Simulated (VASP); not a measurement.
Band structure of Sn3Pd (space group Pm-3m). Calculation: r2SCAN meta-GGA, VASP's PBE PAW potentials (set 64) (plane waves; VASP 6.6.1).

Unless said otherwise, spin-orbit coupling is left out, though it shifts the bands of the heavy elements here.

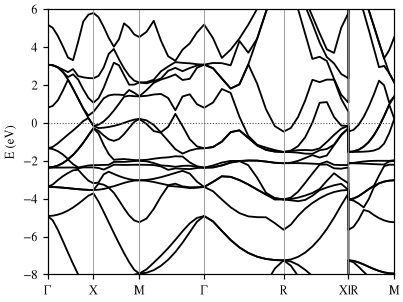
Figure. Bands along high-symmetry lines, zero at the valence-band maximum or, without a gap, the Fermi level

Read the plot: is there a gap, and where are the band edges?

It has no gap at this level: it comes out as a metal or semimetal.

The structure comes from a measured Sn3Pd entry (Pm-3m) of the Crystallography Open Database, whose conditions weren't checked. It was relaxed first, which changed the volume by +46 %.
